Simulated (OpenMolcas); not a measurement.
# CH3N (methanimine): MN15-L/ANO-XS-VDZP (DKH2, RICD fitting, fitting threshold 1e-06)

Aim: the vertical singlet–triplet gap of CH3N (methanimine) at MN15-L/ANO-XS-VDZP (DKH2, RICD fitting, fitting threshold 1e-06), from 2 runs. 

The calculation is run with OpenMolcas 26.06.

**1. The system as given**

CH3N has 5 atoms, charge 0, and is taken as a singlet. As SMILES, `C=N`. The coordinates come from a PBE0-D4/def2-TZVP relaxation.

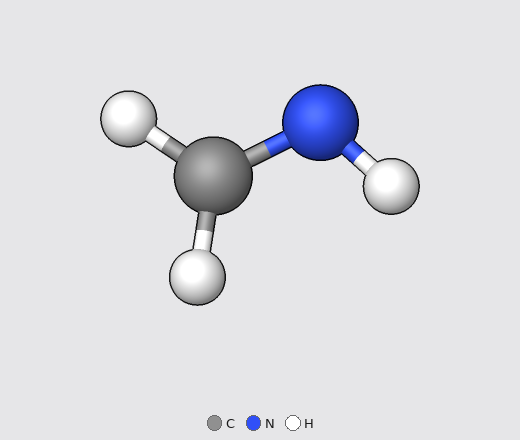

Viewed from a chosen angle; carbon grey, nitrogen blue, hydrogen white.

**2. A single-point energy at MN15-L/ANO-XS-VDZP (DKH2, RICD fitting, fitting threshold 1e-06)**

input.xyz reads:

```xyz
5

C     -0.037200    -0.386500     0.038000
N      0.623200     0.654300    -0.225900
H     -1.090200    -0.400600     0.342700
H      0.457500    -1.356900    -0.036200
H      0.046700     1.489800    -0.118600
```

job.input reads:

```
&GATEWAY
Coord=input.xyz
Basis=ANO-XS-VDZP
Group=NoSym
RICD
aCD
CDThreshold=1e-06
&SEWARD
Relativistic=R02E00
&SCF
KSDFT=2
1.0 MGGA_X_MN15_L
1.0 MGGA_C_MN15_L
PrOrbitals=1 1
```

Launch:

```sh
$ export MOLCAS_MEM=1860
$ pymolcas job.input > job.log
```

Standard output:

```text
--- Start Module: gateway ---
[...]
--- Stop Module: gateway /rc=_RC_ALL_IS_WELL_ ---
--- Start Module: seward ---
[...]
      Basis functions           43
--- Stop Module: seward /rc=_RC_ALL_IS_WELL_ ---
--- Start Module: scf ---
[...]
       Convergence after  11 Iterations
[...]
::    Total KS-DFT energy                             -94.5927725782
[...]
      Total spin, S                                     0.0000000000
[...]
      Total electronic charge=   16.000000
      Total            charge=   -0.000000
[...]
      Dipole Moment (debye):
      Origin of the operator (angstrom)=    0.2649    0.1466   -0.0867
                   X= -1.7431E+00               Y= -2.9157E-01               Z=  5.2327E-01           Total=  1.8431E+00
      Quadrupole Moment (debye*angstrom):
[...]
--- Stop Module: scf /rc=_RC_ALL_IS_WELL_ ---
[...]
```

Run time: 3.9 s. Hardware: 1 thread of Arm Neoverse V1, shared host; peak memory 0.082 GiB.

**3. The triplet**

input.xyz is that of step 2.

job.input reads:

```
* CH3N Kohn-Sham DFT

&GATEWAY
 Coord=input.xyz
 Basis=ANO-XS-VDZP
 Group=NoSym
 RICD
 aCD
 CDThreshold=1e-06

&SEWARD
 Relativistic=R02E00

&SCF
 UHF
 Spin=3
 KSDFT=2
 1.0 MGGA_X_MN15_L
 1.0 MGGA_C_MN15_L
 PrOrbitals=1 1
```

Launch:

```sh
$ export MOLCAS_MEM=1860
$ pymolcas job.input > job.log
```

Standard output:

```text
--- Start Module: gateway ---
[...]
--- Stop Module: gateway /rc=_RC_ALL_IS_WELL_ ---
--- Start Module: seward ---
[...]
      Basis functions           43
--- Stop Module: seward /rc=_RC_ALL_IS_WELL_ ---
--- Start Module: scf ---
[...]
       Convergence after  16 Iterations
[...]
::    Total KS-DFT energy                             -94.4170323981
[...]
      Total spin, S                                     1.0023018371
[...]
      Total electronic charge=   16.000000
      Total            charge=   -0.000000
[...]
      Dipole Moment (debye):
      Origin of the operator (angstrom)=    0.2649    0.1466   -0.0867
                   X= -7.0715E-01               Y=  9.4143E-01               Z=  1.3749E-01           Total=  1.1854E+00
      Quadrupole Moment (debye*angstrom):
[...]
--- Stop Module: scf /rc=_RC_ALL_IS_WELL_ ---
[...]
```

Run time: 6.9 s. Hardware: 1 thread of Arm Neoverse V1, shared host; peak memory 0.082 GiB.

**4. Summary of results**

Level: MN15-L/ANO-XS-VDZP (DKH2, RICD fitting, fitting threshold 1e-06).

| quantity | value |
| --- | --- |
| singlet: total energy | -94.59277 Eh |
| singlet: dipole moment | 1.84 D |
| singlet: HOMO energy | -6.60 eV |
| singlet: LUMO energy | -0.60 eV |
| singlet: HOMO–LUMO gap | 6.00 eV |
| triplet: total energy | -94.41703 Eh |
| triplet: dipole moment | 1.19 D |
| triplet: HOMO energy (highest over α and β) | -1.79 eV |
| triplet: ⟨S²⟩ | 2.007 |
| vertical energy of the triplet above the singlet | 4.782 eV |

What this shows: This program's gradients are faulty for this kind of reference, so any forces in the log (triplet) can't be trusted; the energy can. At this shape the triplet lies 4.78 eV (110 kcal/mol) above the singlet. Mulliken charges (singlet) run from -0.33 on N2 to +0.22 on H5; they depend strongly on the basis. Mulliken charges (triplet) run from -0.45 on C1 to +0.28 on H5.
